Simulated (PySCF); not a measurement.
PO (charge +1)

```xyz
2

P     0.0000    0.0000   -0.4846
O     0.0000    0.0000    0.9384
```

Method: PBE0/def2-TZVP, non-relativistic Hamiltonian with scalar-relativistic core potentials where named, at a bond length of 1.423 Å (PySCF).

Predict the electron density and electron localisation function between the atoms.

Answer. P–O (1.42 Å): the density is about 2.2 e/Å³ at the midpoint; the ELF peaks at about 0.85 between the atoms; a polar covalent bond.

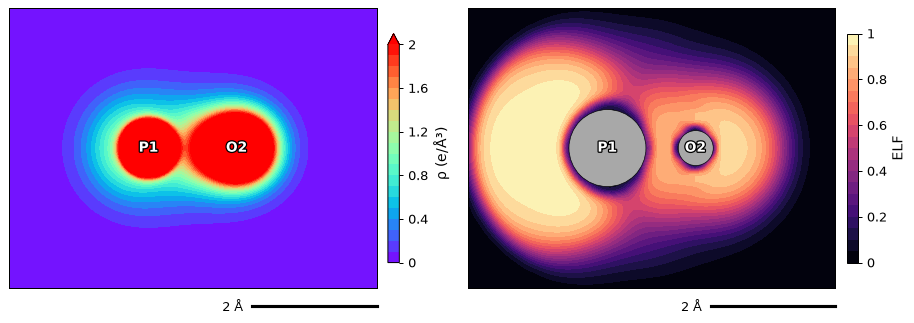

Computed electron density and electron localisation function on a plane that holds the molecular axis, in this order. Grey discs cover the atomic cores in the ELF map. 
